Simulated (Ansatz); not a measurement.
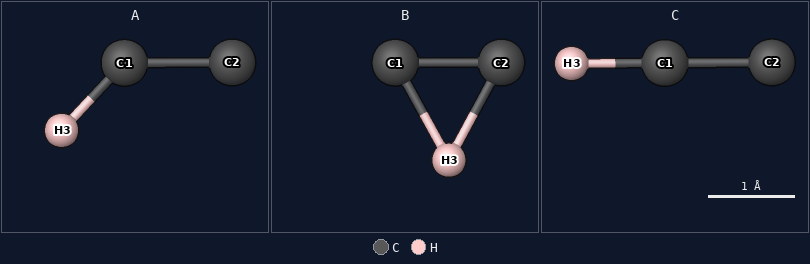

3 geometries from a converged minimum-energy path of C2H (charge +1), shuffled. The picture is a ball-and-stick view, seen at a tilt.

Computed with UKS BHLYP/def2-SVP in Ansatz. Set-up: 5 movable images; climbing image; force threshold 0.05 eV/Å; iteration limit 60; starting path through a guess of the saddle point.

Q: Which frame is the transition state?

A: B. In order along the path, whose images run from 0 to 6: B (image 3, +33.8 kcal/mol), A (image 5, +9.7 kcal/mol), C (image 6, 0.0 kcal/mol). A hydrogen atom shifts from one atom to another. Breaking: C2–H3 (1.09 → 1.30 at the top → 2.34 Å). Forming: C1–H3 (2.34 → 1.30 at the top → 1.09 Å).
